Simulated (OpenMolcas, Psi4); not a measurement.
SrO: a line through the functionals

SrO has 2 atoms, charge 0, and is taken as a singlet. As SMILES, `[O][Sr]`. The shape is that of a PBE0-D4/def2-TZVP optimisation.

The dipole moment y, in D, basis def2-TZVPP with a core potential; a is the functional's share of exact exchange. Programs: OpenMolcas 26.06, Psi4 1.11.

```
functional     program     a  y (D)
    revPBE        Psi4     0   7.63
       PBE        Psi4     0   7.66
     B3LYP  OpenMolcas   0.2   8.54
      PBE0  OpenMolcas  0.25      ?
     BHLYP  OpenMolcas   0.5   9.68
```

**Question.** Fit y = c + s·a to the known rows and predict PBE0.

**Answer.** 
1. Means of the 4 rows: a = 0.1750, y = 8.377.
2. Σ(Δa)² = 0.1675, Σ(Δa·Δy) = 0.68375, so the slope is 0.68375/0.1675 = 4.0821.
3. Intercept: 8.377 − (4.0821) × 0.1750 = 7.663. The largest residual of the fit is 0.061.
4. PBE0: 7.663 + (4.0821) × 0.25 = 8.68 D.

The run gave 8.80 D, so the prediction is off by -0.12 D, more than the largest residual. More exact exchange makes the molecule more polar here. The rows mix families of semi-local functionals, which the line can't see.

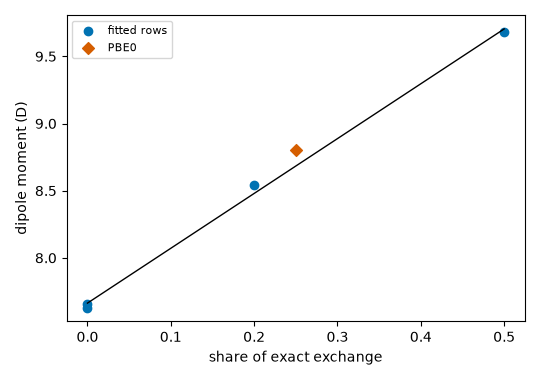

The fitted line, with the withheld row.
